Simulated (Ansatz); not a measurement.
# Sn chain started as a zigzag: one chain at several levels of theory, part 3 of 4

Aim: how far do the period, the moment and the conductance of the Sn chain started as a zigzag depend on the functional, the datasets and spin-orbit coupling, and at what cost?

Ansatz 0.2.0; DFT PBE, plane waves, PAW; relaxation of a chain's period (the session's first sound run).

So far, conductance of the lead as this run defines it (G₀): 2.00 in steps 3, 5 and 7.

**8. Relaxation of atoms and period**

This step: DFT LDA, plane waves, PAW; relaxation of a chain's period (Ansatz 0.2.0).

The relaxation is repeated under another functional. LDA has no gradient terms and tends to overbind, so it marks the short end of the likely bond lengths.

Contents of input.yaml:

```yaml
crystal:
  lattice:
    - [9.0, 0.0, 0.0]
    - [0.0, 7.5, 0.0]
    - [0.0, 0.0, 4.6637291855]
  atoms:
    - { symbol: Sn, position: [0.431118089, 0.5, 0.0], spin: 0.5 }
    - { symbol: Sn, position: [0.568881911, 0.5, 0.5], spin: 0.5 }
magnetization:
  spin_polarized: true
kpoints:
  mp_grid: { grid: [1, 1, 18] }
scf:
  occupations: { method: fermi_dirac, width: 0.05 }
hamiltonian:
  xc: lda
relax:
  cell: { fix: [a, b, alpha, beta, gamma] }
  max_steps: 60
```

Run with:

```console
$ ansatz run input.yaml --threads 4 --pin off --max-ram 8192MiB --backend cpu --events-out ev --progress --plain --runs-dir out
```

Numbers of over 12 decimals in the logs are rounded to 6 here.

The log of the run:

```text
[...]
Crystal: 2 atoms, lattice volume = 314.802 Å³
Basis set: ecut = 420 eV, 6133 PW (Γ)
Bands: 19, of which v1, the nominal top of the filled ones, is band 14 counted from 1 (13 counted from 0)
Symmetry: 8 space group operations
[...]
k-points: 10 of 18
[...]
Starting moments: Σ|m| = 1 μB on 2 of 2 sites
[...]
0.000000       0.230466       0.000000
        0.000000       0.000000       0.012690
  P = ⅓ Tr σ = 0.1062 GPa (1.062 kbar)
--- Relaxed structure (5 steps of the walk, 5 accepted, 1 SCFs on fresh bases) ---
[...]
cell:  # Å, volume = 304.5270 Å³
    - [9.0, 0, 0]
    - [0, 7.5, 0]
    - [0, 0, 4.511511]
  atoms:
    - { symbol: Sn, position: [0.419066, 0.5, 0.0] }
    - { symbol: Sn, position: [0.580934, 0.5, 0.5] }
[key lines of the parts left out:]
SCF converged after 5 iterations
Magnetization: -0.0000 μB (14.0000 up, 14.0000 down)
Free energy (F): -11756.365568 eV
Fermi energy:    -1.842101 eV
```

It took 11 s on 4 threads of Arm Neoverse V1, shared host; peak memory 0.57 GiB.

Step by step:

| step | energy less that of the first step (eV) | largest force component (eV/Å) | pressure (GPa) | volume (Å³) |
| --- | --- | --- | --- | --- |
| 1 | 0.0000 | 0.5678 | 0.25 | 314.80 |
| 2 | -0.0184 | 0.6286 | -0.32 | 307.19 |
| 3 | -0.0596 | 0.0368 | 0.05 | 307.98 |
| 4 | -0.0614 | 0.0022 | 0.14 | 302.82 |
| 5 | -0.0620 | 0.0004 | 0.11 | 304.53 |
| 6* | -0.0617 | 0.0007 | 0.11 | 304.53 |

Relaxation steps marked * repeat the geometry before them on a plane-wave basis chosen anew for their cell, so energy and pressure can jump there.

Forces are held to the 8 operations that the run works with; a distortion that breaks them can't arise in this run.

| cell as run | before | after | change |
| --- | --- | --- | --- |
| c (Å) | 4.664 | 4.512 | -3.3 % |

The atoms that moved most (Å, along periodic axes as changes of fractional coordinates times the final cell, across vacuum about the mean position):

| atom | dx | dy | dz | length |
| --- | --- | --- | --- | --- |
| Sn1 | -0.108 | 0.000 | 0.000 | 0.108 |
| Sn2 | 0.108 | 0.000 | 0.000 | 0.108 |

The relaxed structure:

```cif
data_structure
_symmetry_space_group_name_H-M 'P 1'
_symmetry_Int_Tables_number 1
_cell_length_a 9.0000
_cell_length_b 7.5000
_cell_length_c 4.5115
_cell_angle_alpha 90.000
_cell_angle_beta 90.000
_cell_angle_gamma 90.000
_cell_volume 304.53
loop_
_atom_site_label
_atom_site_type_symbol
_atom_site_fract_x
_atom_site_fract_y
_atom_site_fract_z
_atom_site_occupancy
Sn1 Sn 0.41907 0.50000 0.00000 1
Sn2 Sn 0.58093 0.50000 0.50000 1
```

The cell's length comes to 4.512 Å, -2.4 % against the first run, with no moment.

**9. Bands of the perfect wire, level LDA, cutoff 420 eV**

This step: DFT LDA, plane waves, PAW; channels and complex bands of a perfect chain (Ansatz 0.2.0).

The channels are counted again under LDA, at the period that it gave.

Contents of input.yaml:

```yaml
crystal:
  lattice:
    - [9.0, 0.0, 0.0]
    - [0.0, 7.5, 0.0]
    - [0.0, 0.0, 4.511511225]
  atoms:
    - { symbol: Sn, position: [0.419065563, 0.5, 0.0] }
    - { symbol: Sn, position: [0.580934437, 0.5, 0.5] }
kpoints:
  mp_grid: { grid: [1, 1, 18] }
  band_path: { path: ["Γ", Z], npoints: 60 }
scf:
  occupations: { method: fermi_dirac, width: 0.05 }
hamiltonian:
  xc: lda
output:
  transmission:
    e_range: [-2, 2]
    de: 0.035
    kmesh: [1, 1]
    reduced_basis: true
    leads: [[0, 0]]
  dos: { projected: true, e_range: [-6, 4] }
```

The log of the run:

```text
[...]
Crystal: 2 atoms, lattice volume = 304.527 Å³
Basis set: ecut = 420 eV, 5965 PW (Γ)
Bands: 18, of which v1, the nominal top of the filled ones, is band 14 counted from 1 (13 counted from 0)
Symmetry: 8 space group operations
[...]
k-points: 10 of 18
[...]
k-point 9: bands = [... 10 lower, -8.7477, -8.7477, -2.5928, -2.5928, -1.1059, -1.1059, 2.3953, 2.3953]
--- Transmission ---
  basis      : 595 plane waves across, 6 finite elements along
  points     : 1, standing for a mesh of 1 x 1
[...]
crystal 0  : Sn2, at the sites [0, 0], period 4.5115 Å: whole cells are its period
[...]
filled         : 3.9 meV under the level at which it is neutral
    channels       : 2.000000e0 a spin
[...]
[key lines of the parts left out:]
SCF converged after 6 iterations
Free energy (F): -11756.365568 eV
Fermi energy:    -1.842141 eV
```

Elapsed: 28 s, on 4 threads; peak memory 0.68 GiB; 98 s of CPU time.

At the computed energy nearest the Fermi level there are 2 channels a spin, and the thermal average gives 2.00 G₀.

**10. Comparing the runs**

Times are for 4 threads of Arm Neoverse V1, shared host. The series side by side:

| no. | level | conductance of the lead as this run defines it (G₀) | time | memory (GiB) |
| --- | --- | --- | --- | --- |
| 1 | PBE | 2.000 | 23 s | 0.67 |
| 2 | r2SCAN | 2.000 | 25 s | 1.1 |
| 3 | RPBE | 2.000 | 23 s | 0.66 |
| 4 | LDA | 2.000 | 28 s | 0.68 |

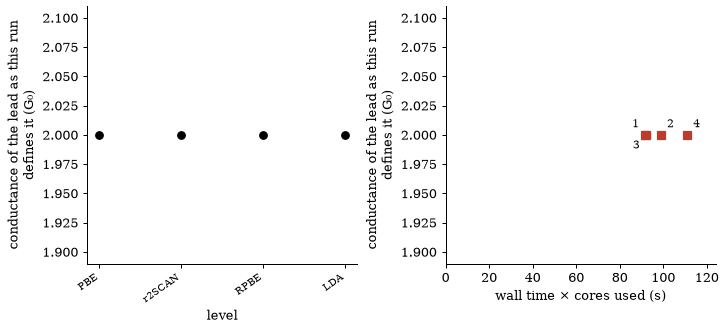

The series as plots; the last panel sets the first result against cost, with the runs numbered as in the table.

**11. The relaxed wire, cutoff 979.61 eV**

This step: DFT PBE, plane waves, norm-conserving; relaxation of a chain's period (Ansatz 0.2.0).

The same functional on other atomic datasets tests how far the result hangs on the treatment of the cores. Against the first PBE run of this kind, the cutoff is 979.61 eV against 420.

Contents of input.yaml:

```yaml
crystal:
  lattice:
    - [9.0, 0.0, 0.0]
    - [0.0, 7.5, 0.0]
    - [0.0, 0.0, 4.6637291855]
  atoms:
    - { symbol: Sn, position: [0.431118089, 0.5, 0.0], spin: 0.5 }
    - { symbol: Sn, position: [0.568881911, 0.5, 0.5], spin: 0.5 }
magnetization:
  spin_polarized: true
kpoints:
  mp_grid: { grid: [1, 1, 18] }
scf:
  occupations: { method: fermi_dirac, width: 0.05 }
hamiltonian:
  xc: pbe
  pseudopotentials: { kind: nc, accuracy: standard }
relax:
  cell: { fix: [a, b, alpha, beta, gamma] }
  max_steps: 60
```

The log of the run:

```text
[...]
Crystal: 2 atoms, lattice volume = 314.802 Å³
Basis set: ecut = 979.609905 eV, 21897 PW (Γ), exchange–correlation on 192×160×96 points (8 copies of the dense FFT grid, shifted against one another)
Bands: 19, of which v1, the nominal top of the filled ones, is band 14 counted from 1 (13 counted from 0)
Symmetry: 8 space group operations
[...]
0.000000       0.238604       0.000000
        0.000000       0.000000      -0.001044
  P = ⅓ Tr σ = 0.1066 GPa (1.066 kbar)
--- Relaxed structure (5 steps of the walk, 5 accepted, 1 SCFs on fresh bases) ---
[...]
cell:  # Å, volume = 312.2050 Å³
    - [9.0, 0, 0]
    - [0, 7.5, 0]
    - [0, 0, 4.625259]
  atoms:
    - { symbol: Sn, position: [0.416649, 0.5, 0.0] }
    - { symbol: Sn, position: [0.583351, 0.5, 0.5] }
[key lines of the parts left out:]
SCF converged after 5 iterations
Magnetization: 0.0000 μB (14.0000 up, 14.0000 down)
Free energy (F): -4288.404709 eV
Fermi energy:    -1.580542 eV
```

Wall time 46 s (4 threads); peak memory 1.3 GiB; 2.9 min of CPU time.

The cell's length comes to 4.625 Å, +0.0 % against the first run, with no moment.

**12. The relaxed wire**

This step: DFT PBE, plane waves, PAW; relaxation of a chain's period (Ansatz 0.2.0).

No moment formed, so a run without spin should agree; this checks it and saves time.

input.yaml, the sections that differ from step 11:

```yaml
crystal:
  lattice:
    - [9.0, 0.0, 0.0]
    - [0.0, 7.5, 0.0]
    - [0.0, 0.0, 4.6637291855]
  atoms:
    - { symbol: Sn, position: [0.431118089, 0.5, 0.0] }
    - { symbol: Sn, position: [0.568881911, 0.5, 0.5] }
hamiltonian:
  xc: pbe
# kpoints, scf, relax: as in step 11
# magnetization: removed
```

The log of the run:

```text
[...]
Crystal: 2 atoms, lattice volume = 314.802 Å³
Basis set: ecut = 420 eV, 6133 PW (Γ), exchange–correlation on 128×108×64 points (8 copies of the dense FFT grid, shifted against one another)
Bands: 18, of which v1, the nominal top of the filled ones, is band 14 counted from 1 (13 counted from 0)
Symmetry: 8 space group operations
[...]
k-points: 10 of 18
[...]
0.082153       0.000000       0.000000
        0.000000       0.238881       0.000000
        0.000000       0.000000       0.001156
  P = ⅓ Tr σ = 0.1074 GPa (1.074 kbar)
--- Relaxed structure (5 steps of the walk, 5 accepted, 1 SCFs on fresh bases) ---
[...]
cell:  # Å, volume = 312.0898 Å³
    - [9.0, 0, 0]
    - [0, 7.5, 0]
    - [0, 0, 4.623553]
  atoms:
    - { symbol: Sn, position: [0.416674, 0.5, 0.0] }
    - { symbol: Sn, position: [0.583326, 0.5, 0.5] }
[key lines of the parts left out:]
SCF converged after 4 iterations
Free energy (F): -12046.300963 eV
Fermi energy:    -1.633088 eV
```

It took 5.3 s on 4 threads; peak memory 0.54 GiB; 19 s of CPU time.

The cell's length comes to 4.624 Å, -0.0 % against the first run, with spin left out.

**13. Side by side**

Times are for 4 threads of Arm Neoverse V1, shared host. Results by setting:

| no. | level | cell length along the wire (Å) | time | memory (GiB) |
| --- | --- | --- | --- | --- |
| 1 | PBE | 4.624 | 13 s | 0.6 |
| 2 | r2SCAN | 4.577 | 55 s | 1.3 |
| 3 | RPBE | 4.686 | 11 s | 0.61 |
| 4 | LDA | 4.512 | 11 s | 0.57 |
| 5 | PBE, NC files | 4.625 | 46 s | 1.3 |
| 6 | PBE, no spin | 4.624 | 5.3 s | 0.54 |

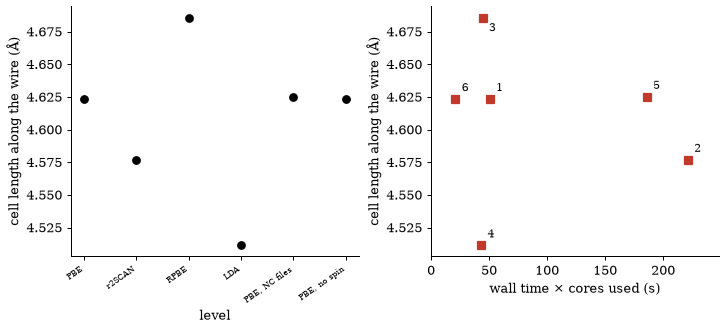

The series as plots; the last panel sets the first result against cost, with the runs numbered as in the table.

**14. With spin-orbit coupling**

This step: DFT PBE, plane waves, fully relativistic PAW; channels of a perfect chain with spin-orbit coupling (Ansatz 0.2.0).

Spin-orbit coupling mixes the spins and splits bands that cross or touch without it, so it can open or close channels. Fully relativistic datasets take the place of the scalar ones. The window is narrow, since spinor matrices are twice as large.

Contents of input.yaml:

```yaml
crystal:
  lattice:
    - [9.0, 0.0, 0.0]
    - [0.0, 7.5, 0.0]
    - [0.0, 0.0, 4.6236065206]
  atoms:
    - { symbol: Sn, position: [0.416675582, 0.5, 0.0] }
    - { symbol: Sn, position: [0.583324418, 0.5, 0.5] }
kpoints:
  mp_grid: { grid: [1, 1, 18] }
  band_path: { path: ["Γ", Z], npoints: 60 }
scf:
  occupations: { method: fermi_dirac, width: 0.05 }
hamiltonian:
  xc: pbe
  pseudopotentials: { kind: paw_fr }
output:
  transmission:
    e_range: [-0.42, 0.42]
    de: 0.035
    kmesh: [1, 1]
    reduced_basis: false
    leads: [[0, 0]]
magnetization:
  noncollinear: true
  spin_orbit: true
```

The log of the run:

```text
[...]
non-collinear run that drives no moment, with spin-orbit: no starting moment large enough to seed its density (crystal.atoms[].spin), no starting occupations that ask for one, no magnetisation constraint and no magnetic field, so the semilocal B_xc is pinned to zero
Crystal: 2 atoms, lattice volume = 312.093 Å³
Basis set: ecut = 420 eV, 6093 PW (Γ)
Bands: 36, of which v1, the nominal top of the filled ones, is band 28 counted from 1 (27 counted from 0)
Symmetry: 8 space group operations + 8 with time reversal
[...]
k-points: 10 of 18
Projection manifold: j_resolved (fully-relativistic pseudo-atomic orbitals)
[...]
SCF iter   1: F=—  HF=-12050.778822 eV  |F-HF|=—  |Δ(HF+E_count)|=         —  Δρ=8.57e-3  dr2=4.60e-1  dr2_m=0.00e0 (ungated)  ethr=1.62e-3  |M|=0.00e0 ∫|m|=0.00e0 μB  |m|>n=0.0e0 m-floor=0.0e0 τ_xc=0.0e0  β_m=0.30  ⟨swp⟩=1.0  Hψ=1400  notcnv=0
[...]
spin=Noncollinear: Resta preconditioning applied to the charge; magnetization (m_x, m_y, m_z) channels mix plain (no charge-response kernel on spin).
SCF iter   2: F=—  HF=-12050.691903 eV  |F-HF|=—  |Δ(HF+E_count)|=   8.69e-2  Δρ=5.98e-3  dr2=2.08e-1  dr2_m=0.00e0 (ungated)  ethr=1.62e-3  |M|=0.00e0 ∫|m|=0.00e0 μB  |m|>n=0.0e0 m-floor=0.0e0 τ_xc=0.0e0  β_m=0.60  ⟨swp⟩=2.5  Hψ=246  notcnv=0  defer=2
[...]
SCF iter   7: F=-12050.631065 eV  HF=-12050.631065 eV  |F-HF|=1.02e-8  |Δ(HF+E_count)|=   1.88e-7  Δρ=3.54e-6  dr2=7.37e-8  dr2_m=0.00e0 (ungated)  ethr=3.57e-10  |M|=0.00e0 ∫|m|=0.00e0 μB  |m|>n=0.0e0 m-floor=0.0e0 τ_xc=0.0e0  ⟨swp⟩=10.2  Hψ=697  notcnv=0
SCF 1 converged in 7 iterations: F = -12050.631065 eV  dr2 = 7.37e-8
[...]
transmission: 6 of 6 steps passed
Second SCF, for the conductance: iteration 1, dr2 5.329e-6 eV
Second SCF, for the conductance: iteration 2, dr2 2.152e-6 eV
Second SCF, for the conductance: iteration 3, dr2 1.436e-8 eV
transmission: 6 of 6 steps passed
SCF converged after 7 iterations
Magnetization: |M| = 0.0000 μB,  M = (+0.0000, +0.0000, +0.0000) μB
Absolute magnetization: 0.0000 μB (∫|m|)
  site 0: m = (+0.0000, +0.0000, +0.0000) μB, |m| = 0.0000 μB  (R = 1.14 Å)
  site 1: m = (+0.0000, +0.0000, +0.0000) μB, |m| = 0.0000 μB  (R = 1.14 Å)
Free energy (F): -12050.631065 eV
[...]
Internal energy: -12050.624018 eV  (E = F + TS)
E sigma→0 (E₀):  -12050.627541 eV
Entropy (-TS):   -0.007047 eV (-3.524 meV/atom)
Fermi energy:    -1.636346 eV
[...]
--- Band table (eV; the first three rows and the last of 10) ---
  k-point 0: bands = [... 24 lower, -2.5719, -2.5719, -2.5388, -2.5388, -0.6725, -0.6725, -0.0299, -0.0299, ... 4 higher]
  k-point 1: bands = [... 24 lower, -2.6903, -2.6903, -2.5088, -2.5088, -0.6914, -0.6914, 0.1856, 0.1856, ... 4 higher]
  k-point 2: bands = [... 24 lower, -2.9177, -2.9177, -2.4431, -2.4431, -0.7392, -0.7392, 0.7026, 0.7026, ... 4 higher]
  k-point 9: bands = [... 24 lower, -2.4030, -2.4030, -2.4030, -2.4030, -0.8965, -0.8965, -0.8965, -0.8965, ... 4 higher]
--- Transmission ---
  basis      : 595 plane waves across, 6 finite elements along
  points     : 1, standing for a mesh of 1 x 1
  filling    : by a second SCF (3 iterations) under fermi_dirac of width 0.025852 eV on a mesh of 1 x 1 x 55, whose Fermi level is -1.636865 eV
[...]
crystal 0  : Sn2, at the sites [0, 0], period 4.6236 Å: whole cells are its period
[...]
filled         : 0.0 meV over the level at which it is neutral
    channels       : 0.000000e0 of both spins
[...]
slowest decay  : 0.0222 /Å at (0.0000, 0.0000)
```

The job ended after 32 min (4 threads; peak memory 5.4 GiB; 1.9 h of CPU time).

This step gave:

| Item | Value |
| --- | --- |
| energy at zero smearing | -12050.6275 eV |
| conductance of the lead as this run defines it | 0.1528 G₀ |
| slowest decay in the lead at the energy nearest the Fermi level | 0.0222 Å⁻¹ |
| channels at the energy nearest the Fermi level, both spins | 0 |
| band gap | 0.1692 eV |

Open channels of the lead, both spins against energy, zero at the Fermi level:

| energy (eV) | open channels of the lead, both spins |
| --- | --- |
| -0.420 | 4 |
| -0.315 | 4 |
| -0.245 | 4 |
| -0.140 | 4 |
| -0.035 | 0 |
| 0.000 | 0 |
| 0.035 | 0 |
| 0.140 | 4 |
| 0.245 | 4 |
| 0.315 | 4 |
| 0.420 | 4 |

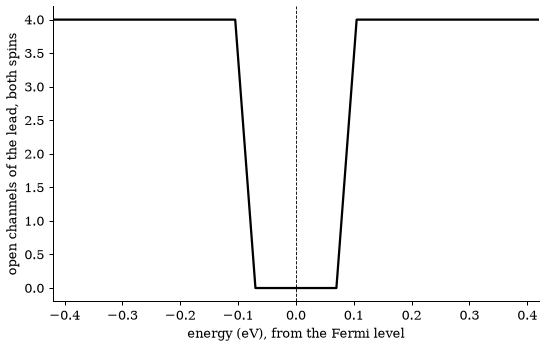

Open channels of the lead, both spins against energy.

The slowest values at each energy, most degenerate partners merged, listed up to 1.5 1/Å. Table of Im kz of the slowest decaying states by energy, zero at the Fermi level:

| energy (eV) | decay 1 (Å⁻¹) | decay 2 (Å⁻¹) | decay 3 (Å⁻¹) | decay 4 (Å⁻¹) |
| --- | --- | --- | --- | --- |
| -0.420 | 0.125 | 0.745 | 1.04 | 1.09 |
| -0.350 | 0.130 | 0.733 | 1.03 | 1.09 |
| -0.280 | 0.133 | 0.720 | 1.02 | 1.08 |
| -0.175 | 0.137 | 0.701 | 1.01 | 1.06 |
| -0.105 | 0.139 | 0.687 | 1.00 | 1.05 |
| -0.035 | 0.0203 | 0.141 | 0.673 | 0.992 |
| 0.000 | 0.0222 | 0.142 | 0.666 | 0.987 |
| 0.035 | 0.0200 | 0.142 | 0.659 | 0.983 |
| 0.105 | 0.143 | 0.644 | 0.973 | 1.03 |
| 0.175 | 0.143 | 0.628 | 0.963 | 1.02 |
| 0.280 | 0.143 | 0.604 | 0.949 | 1.00 |
| 0.350 | 0.142 | 0.587 | 0.939 | 0.994 |
| 0.420 | 0.141 | 0.568 | 0.929 | 0.984 |

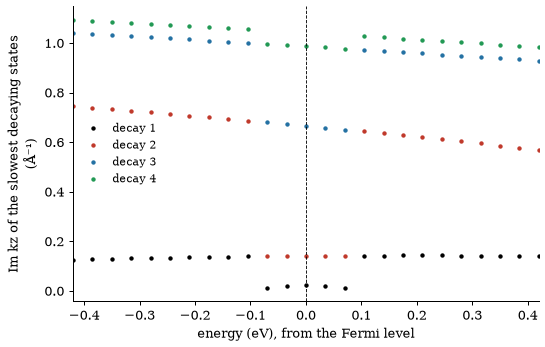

Im kz of the slowest decaying states, plotted against energy.

(Continued in part 4 of 4.)

[Logs are printed without paths, hosts, clocks, repeated set-up lines and the standing remarks that a program may print on its own settings, such as how far it seeks lower states.]

[Hosts, paths, dates, database ids (printed as entryN), source tags and the programs' standing remarks are cut or masked in the printed files.]
